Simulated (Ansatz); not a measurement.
# CH₅Al (triplet): from Hartree-Fock to the top rungs at a displaced geometry (v1), cc-pVDZ

How much of the correlation energy of CH₅Al (triplet) does each wave-function method recover here?

Method: cc-pVDZ, core rule «outside noble gas», up to 6 orbitals frozen; program: Ansatz 0.2.0, Gaussian basis.

To be run: UHF; CCSD(T) on ROHF; CCSD(T) on UHF; BCCD(T) on ROHF; CISD as a restricted active space (open shells left free, so some higher excitations enter); CCSDT(Q) on ROHF; CCSDT(Q) on UHF.

23 further runs of the same task are left out: 10 that didn't finish, 13 set aside as unsound or not needed. Runs told in other sessions of the task aren't counted.

## (1) What is computed

The geometry is a PBE0/def2-TZVP stationary point (not a proven minimum) with its atoms shifted at random (size 0.040 Å).

7 atoms, charge 0, spin multiplicity 3.

Atoms are counted from 1 here; the program's logs count them from 0.

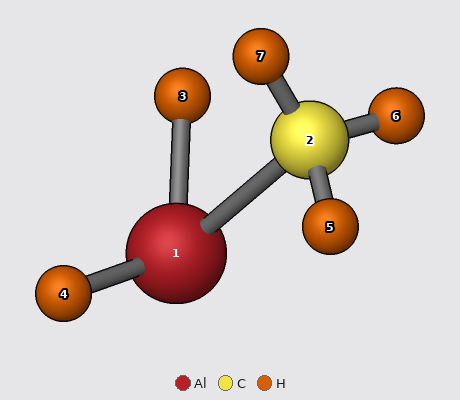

The geometry (aluminium red, carbon yellow, hydrogen orange); atoms are numbered from 1 in the order of the file.

Geometry (Å):

```csv
atom,x (Å),y (Å),z (Å)
Al1,-0.0724,0.0472,0.7888
C2,0.0362,-0.0869,-1.4605
H3,0.8357,1.3646,0.1249
H4,0.7403,-1.2005,1.3163
H5,-0.5564,-1.0449,-1.4453
H6,-0.5961,0.7118,-1.9066
H7,1.0824,-0.0591,-1.7999
```

In the tables R marks a restricted open-shell determinant and U an unrestricted one; energies count from the table's Hartree-Fock row.

## (2) UHF

in.yaml

```yaml
crystal:
  periodic: [false, false, false]
  atoms:
    - {symbol: Al, position_ang: [-0.072371, 0.047228, 0.788770]}
    - {symbol: C, position_ang: [0.036200, -0.086949, -1.460548]}
    - {symbol: H, position_ang: [0.835681, 1.364621, 0.124884]}
    - {symbol: H, position_ang: [0.740324, -1.200503, 1.316258]}
    - {symbol: H, position_ang: [-0.556393, -1.044930, -1.445265]}
    - {symbol: H, position_ang: [-0.596083, 0.711766, -1.906558]}
    - {symbol: H, position_ang: [1.082401, -0.059110, -1.799874]}
basis:
  gaussian: {orbitals: cc-pVDZ}
magnetization: {spin_polarized: true, initial_magnetization: 2}
hamiltonian: {xc: hf}
output: {orbitals: {seedname: orbitals}}
```

Launch:

```
ansatz run in.yaml --threads 1 --pin off --events-out ev --progress --plain --max-ram 2393MiB
```

The program printed:

```text
Functional definition: HF
  name "HF"
  cite "Fock, Z. Phys. 61, 126 (1930) doi:10.1007/BF01340294"
  parent pbe
  exchange = exact_x
  correlation = 0
526 factors; integrals over basis functions are off by at most 1.2e-3 eV
mean field evaluation 1: about -7687.5568 eV, gradient 1.2e1 eV
mean field evaluation 2: about -7687.5980 eV, gradient 1.2e1 eV
mean field evaluation 4: about -7689.0841 eV, gradient 1.9e0 eV
mean field evaluation 8: about -7689.1724 eV, gradient 1.9e-1 eV
mean field -7689.17530962 eV, -282.5719807184 hartree, gradient 7.3e-5 eV, S^2 2.020890; 0 other end points of the search recorded, 0 dependent functions left out
reference -7689.17530962 eV, -282.5719807184 hartree; 13, 11 occupied and 44, 46 virtual orbitals, 526 factors
Total energy: -7689.17530962 eV, -282.5719807184 hartree
```

Run time: 1.3 s. Hardware: 1 thread of AMD EPYC 7B13, shared host.

From the report: ⟨S²⟩ of the determinant 2.021 (pure triplet: 2.00).

## (3) CCSD(T) on ROHF

in.yaml, as its differences from that of step 2:

```diff
@@ -12,4 +12,3 @@
   gaussian: {orbitals: cc-pVDZ}
-magnetization: {spin_polarized: true, initial_magnetization: 2}
-hamiltonian: {xc: hf}
-output: {orbitals: {seedname: orbitals}}
+magnetization: {spin_polarized: false, initial_magnetization: 2}
+correlation: {method: ccsd_t, electrons: outside_noble_gas}
```

Same command.

The program printed, shortened:

```text
Functional definition: HF
  name "HF"
  cite "Fock, Z. Phys. 61, 126 (1930) doi:10.1007/BF01340294"
  parent pbe
[...]
526 factors; integrals over basis functions are off by at most 1.2e-3 eV
[...]
mean field -7689.01953905 eV, -282.5662562554 hartree, gradient 8.5e-6 eV, S^2 2.000000; 1 other end points of the search recorded, 0 dependent functions left out
[...]
6 core orbitals not correlated: weight in the atoms' cores, before any rotation towards them, 1.000 or more for the frozen orbitals, at most 0.000 for the correlated occupied ones
reference -7689.01953905 eV, -282.5662562554 hartree; 7, 5 occupied and 44, 46 virtual orbitals, 526 factors
second order -5.45700031 eV of doubles, -0.08551528 eV of singles
cycle   1  -6.32652151 eV  change   -7.8e-1 eV  update   7.8e-2
[...]
cycle  12  -6.70511200 eV  change    1.4e-6 eV  update   1.2e-5
perturbative correction -0.16746828 eV, -0.0061543456 hartree
Total energy: -7695.89211932 eV, -282.8188189220 hartree
```

Wall time 2.4 s (1 thread of AMD EPYC 7B13, shared host).

From the report: correlation -6.8726 eV; T1 0.035; largest double amplitude 0.04.

## (4) CCSD(T) on UHF

in.yaml, as its differences from that of step 3:

```diff
@@ -12,3 +12,3 @@
   gaussian: {orbitals: cc-pVDZ}
-magnetization: {spin_polarized: false, initial_magnetization: 2}
+magnetization: {spin_polarized: true, initial_magnetization: 2}
 correlation: {method: ccsd_t, electrons: outside_noble_gas}
```

Same command.

The program printed, shortened:

```text
Functional definition: HF
  name "HF"
  cite "Fock, Z. Phys. 61, 126 (1930) doi:10.1007/BF01340294"
  parent pbe
[...]
526 factors; integrals over basis functions are off by at most 1.2e-3 eV
[...]
mean field -7689.17530962 eV, -282.5719807184 hartree, gradient 1.9e-6 eV, S^2 2.020890; 1 other end points of the search recorded, 0 dependent functions left out
determinant -7689.17530962 eV, -282.5719807184 hartree, with singles and doubles -7695.72720582 eV, -282.8127584627 hartree
determinant -7685.73840013 eV, -282.4456766243 hartree, with singles and doubles -7692.80649739 eV, -282.7054244077 hartree
6 core orbitals not correlated: weight in the atoms' cores, before any rotation towards them, 1.000 or more for the frozen orbitals, at most 0.000 for the correlated occupied ones
reference -7689.17530962 eV, -282.5719807184 hartree; 7, 5 occupied and 44, 46 virtual orbitals, 526 factors
second order -5.39870897 eV of doubles, -0.00000000 eV of singles
cycle   1  -6.55186348 eV  change    3.3e-5 eV  update   2.2e-3
[...]
cycle   8  -6.55364299 eV  change    7.9e-6 eV  update   5.4e-6
perturbative correction -0.16315832 eV, -0.0059959577 hartree
Total energy: -7695.89211093 eV, -282.8188186138 hartree
```

It took 3 s on 1 thread of AMD EPYC 7B13, shared host.

From the report: ⟨S²⟩ of the determinant 2.021 (pure triplet: 2.00); correlation -6.7168 eV; T1 0.025; largest double amplitude 0.04.

## (5) BCCD(T) on ROHF

in.yaml, as its differences from that of step 4:

```diff
@@ -12,3 +12,3 @@
   gaussian: {orbitals: cc-pVDZ}
-magnetization: {spin_polarized: true, initial_magnetization: 2}
-correlation: {method: ccsd_t, electrons: outside_noble_gas}
+magnetization: {spin_polarized: false, initial_magnetization: 2}
+correlation: {method: bccd_t, electrons: outside_noble_gas}
```

Launched as before.

The program printed, shortened:

```text
Functional definition: HF
  name "HF"
  cite "Fock, Z. Phys. 61, 126 (1930) doi:10.1007/BF01340294"
  parent pbe
[...]
526 factors; integrals over basis functions are off by at most 1.2e-3 eV
[...]
mean field -7689.01953905 eV, -282.5662562554 hartree, gradient 8.5e-6 eV, S^2 2.000000; 1 other end points of the search recorded, 0 dependent functions left out
[...]
6 core orbitals not correlated: weight in the atoms' cores, before any rotation towards them, 1.000 or more for the frozen orbitals, at most 0.000 for the correlated occupied ones
reference -7689.01953905 eV, -282.5662562554 hartree; 7, 5 occupied and 44, 46 virtual orbitals, 526 factors
second order -5.45700031 eV of doubles, -0.08551528 eV of singles
cycle   1  -6.35749747 eV  change   -8.1e-1 eV  update   7.8e-2
[...]
cycle  13  -6.69783103 eV  change    1.6e-7 eV  update   7.8e-6
perturbative correction -0.17733467 eV, -0.0065169288 hartree
Total energy: -7695.89470475 eV, -282.8189139347 hartree
```

It took 2.9 s on 1 thread of AMD EPYC 7B13, shared host.

From the report: correlation -6.8752 eV; largest double amplitude 0.04.

## (6) CISD as a restricted active space (open shells left free, so some higher excitations enter)

in.yaml, as its differences from that of step 5:

```diff
@@ -13,2 +13,2 @@
 magnetization: {spin_polarized: false, initial_magnetization: 2}
-correlation: {method: bccd_t, electrons: outside_noble_gas}
+correlation: {active_space: {ras: {orbitals: [5, 2, 44], electrons: 12, max_holes: 2, max_particles: 2}, fixed_orbitals: true}}
```

Same command.

The program printed:

```text
Functional definition: HF
  name "HF"
  cite "Fock, Z. Phys. 61, 126 (1930) doi:10.1007/BF01340294"
  parent pbe
  exchange = exact_x
  correlation = 0
526 factors; integrals over basis functions are off by at most 1.2e-3 eV
mean field evaluation 1: about -7687.5132 eV, gradient 1.5e1 eV
mean field evaluation 2: about -7687.5531 eV, gradient 1.5e1 eV
mean field evaluation 4: about -7688.9173 eV, gradient 2.3e0 eV
mean field evaluation 8: about -7689.0102 eV, gradient 4.7e-1 eV
mean field evaluation 16: about -7686.2015 eV, gradient 6.5e0 eV
mean field -7689.01953905 eV, -282.5662562554 hartree, gradient 8.5e-6 eV, S^2 2.000000; 1 other end points of the search recorded, 0 dependent functions left out
reference -7689.01953905 eV, -282.5662562554 hartree; 13, 11 occupied and 44, 46 virtual orbitals, 526 factors
state -7695.15948249 eV, -282.7918950151 hartree
Total energy: -7695.15948249 eV, -282.7918950151 hartree
```

It took 5 s on 1 thread of AMD EPYC 7B13, shared host.

From the report: 423,461 determinants.

## (7) CCSDT(Q) on ROHF

in.yaml, as its differences from that of step 6:

```diff
@@ -13,2 +13,2 @@
 magnetization: {spin_polarized: false, initial_magnetization: 2}
-correlation: {active_space: {ras: {orbitals: [5, 2, 44], electrons: 12, max_holes: 2, max_particles: 2}, fixed_orbitals: true}}
+correlation: {method: ccsdt_q, electrons: outside_noble_gas}
```

Launched as before.

The program printed, shortened:

```text
Functional definition: HF
  name "HF"
  cite "Fock, Z. Phys. 61, 126 (1930) doi:10.1007/BF01340294"
  parent pbe
[...]
1110 factors; integrals over basis functions are off by at most 2.1e-7 eV
[...]
mean field -7689.01960768 eV, -282.5662587774 hartree, gradient 8.6e-6 eV, S^2 2.000000; 1 other end points of the search recorded, 0 dependent functions left out
[...]
6 core orbitals not correlated: weight in the atoms' cores, before any rotation towards them, 1.000 or more for the frozen orbitals, at most 0.000 for the correlated occupied ones
reference -7689.01960768 eV, -282.5662587774 hartree; 7, 5 occupied and 44, 46 virtual orbitals, 1110 factors
second order -5.45703725 eV of doubles, -0.08551513 eV of singles
cycle   1  -6.32650763 eV  change   -7.8e-1 eV  update   8.4e-2
[...]
cycle  19  -6.90715398 eV  change   -9.1e-7 eV  update   3.1e-7
perturbative correction -0.00684501 eV, -0.0002515495 hartree
Total energy: -7695.93360667 eV, -282.8203435539 hartree
```

Run time: 2.6 min. Hardware: 1 thread of AMD EPYC 7B13, shared host; peak memory 1.1 GiB.

From the report: correlation -6.9140 eV; T1 0.037; largest double amplitude 0.05.

## (8) CCSDT(Q) on UHF

in.yaml, as its differences from that of step 7:

```diff
@@ -12,3 +12,3 @@
   gaussian: {orbitals: cc-pVDZ}
-magnetization: {spin_polarized: false, initial_magnetization: 2}
+magnetization: {spin_polarized: true, initial_magnetization: 2}
 correlation: {method: ccsdt_q, electrons: outside_noble_gas}
```

The command is unchanged.

The program printed, shortened:

```text
Functional definition: HF
  name "HF"
  cite "Fock, Z. Phys. 61, 126 (1930) doi:10.1007/BF01340294"
  parent pbe
[...]
1110 factors; integrals over basis functions are off by at most 2.1e-7 eV
[...]
mean field -7689.17537797 eV, -282.5719832300 hartree, gradient 2.0e-6 eV, S^2 2.020889; 1 other end points of the search recorded, 0 dependent functions left out
determinant -7689.17537797 eV, -282.5719832300 hartree, with singles and doubles -7695.72725583 eV, -282.8127603003 hartree
determinant -7685.73847830 eV, -282.4456794967 hartree, with singles and doubles -7692.80655860 eV, -282.7054266569 hartree
6 core orbitals not correlated: weight in the atoms' cores, before any rotation towards them, 1.000 or more for the frozen orbitals, at most 0.000 for the correlated occupied ones
reference -7689.17537797 eV, -282.5719832300 hartree; 7, 5 occupied and 44, 46 virtual orbitals, 1110 factors
second order -5.39874493 eV of doubles, -0.00000000 eV of singles
cycle   1  -6.18741804 eV  change   -7.9e-1 eV  update   8.0e-2
[...]
cycle  19  -6.75193693 eV  change   -9.8e-7 eV  update   3.3e-7
perturbative correction -0.00738412 eV, -0.0002713615 hartree
Total energy: -7695.93469902 eV, -282.8203836972 hartree
```

It took 2.3 min on 1 thread of AMD EPYC 7B13, shared host; peak memory 0.92 GiB.

From the report: ⟨S²⟩ of the determinant 2.021 (pure triplet: 2.00); correlation -6.7593 eV; T1 0.027; largest double amplitude 0.05.

## (9) The ladder

The yardstick is UCCSDT(Q), where the cluster series has nearly closed. Rows without a time are mean-field rows or come out of runs for another level: lower rungs of the coupled-cluster runs, or the Hartree-Fock search.

Differences are taken before rounding.

```
   method  energy from the lowest ROHF (meV)  from UCCSDT(Q) (meV)     time
      ROHF                               0.0               +6915.2         
      UHF                            -155.8               +6759.4         
     RMP2                           -5542.5               +1372.6         
     UMP2                           -5554.5               +1360.7         
     CISD                           -6139.9                +775.2      5 s
    RCCSD                           -6705.1                +210.0         
    UCCSD                           -6709.4                +205.7         
 RCCSD(T)                           -6872.6                 +42.6    2.4 s
 UCCSD(T)                           -6872.6                 +42.6      3 s
  BCCD(T)                           -6875.2                 +40.0    2.9 s
   RCCSDT                           -6907.2                  +7.9         
   UCCSDT                           -6907.8                  +7.4         
RCCSDT(Q)                           -6914.1                  +1.1  2.6 min
UCCSDT(Q)                           -6915.2                     0  2.3 min
```

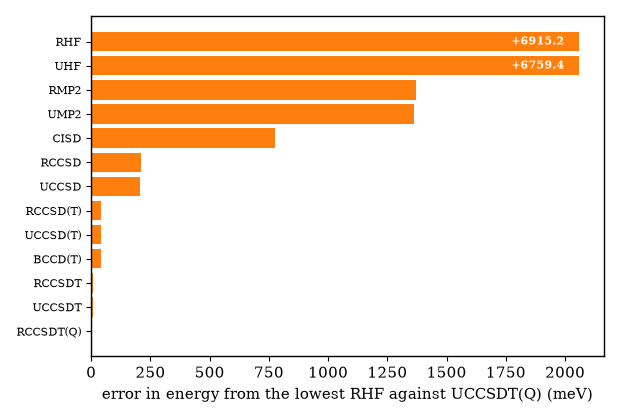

Error of each method against UCCSDT(Q). Bars with a number in them are cut short.

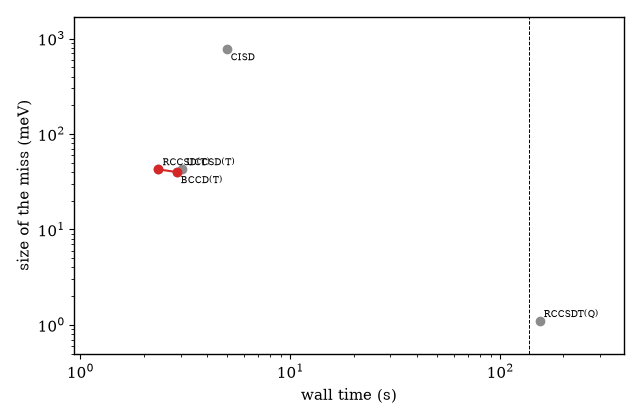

Accuracy for the time spent; red marks the levels that beat every quicker one drawn (of those quicker than the yardstick), and the dashed line is the time of UCCSDT(Q). Times are from a shared host.

## (10) Results

| quantity | value |
| --- | --- |
| UCCSDT(Q) from the ROHF energy | -6.9152 eV |
| RMP2 from UCCSDT(Q) | +1372.6 meV |
| UMP2 from UCCSDT(Q) | +1360.7 meV |
| RCCSD from UCCSDT(Q) | +210.0 meV |
| RCCSD(T) from UCCSDT(Q) | +42.6 meV |
| UCCSD(T) from UCCSDT(Q) | +42.6 meV |
| RCCSDT(Q) from UCCSDT(Q) | +1.1 meV |
| levels within 1 kcal/mol (43 meV) | RCCSD(T), UCCSD(T), BCCD(T), RCCSDT, UCCSDT, RCCSDT(Q) |
| T1 diagnostic | 0.035 |

RCCSD(T) lands +42.6 meV from the yardstick (0.6 % of the correlation energy). These misses are within one basis, not against nature; the frozen cores of restricted and unrestricted runs differ, which can shift their rows.

With open shells the CI space here admits some higher excitations, so it is larger than plain CISD.

For cost: BCCD(T) gets within 40.0 meV in 2.9 s, where UCCSDT(Q) took 2.3 min; the quickest level in the cost chart, RCCSD(T), takes 2.4 s and misses by 42.6 meV.
